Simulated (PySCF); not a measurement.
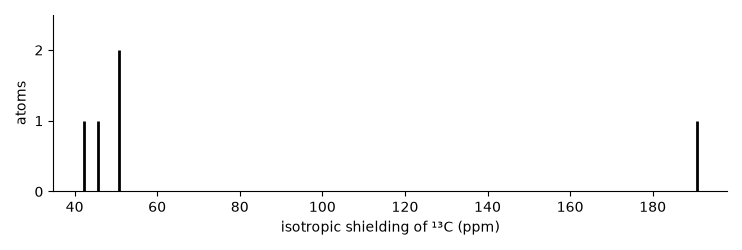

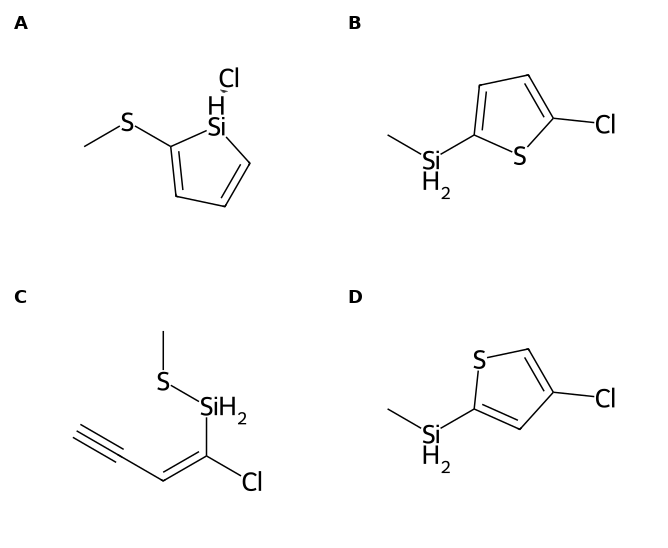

The sticks are computed shieldings of one of the molecules, for one fixed geometry (GFN2-xTB) without averaging over rotations. Low shielding means a high chemical shift. Method: GIAO PBE0/pcSseg-1 NMR shielding, non-relativistic, gas phase (PySCF 2.14.0).

Question: Which molecule gives this pattern?

Answer: D, `C[SiH2]c1cc(Cl)cs1`. Its 5 C atoms give lines at 42.2, 45.7, 50.8 (2 atoms), 190.6 ppm.

The geometry is semi-empirical. Around Si such bond lengths and angles can be off by a tenth of an ångström or more and by several degrees, and values that hang on the shape move with them.
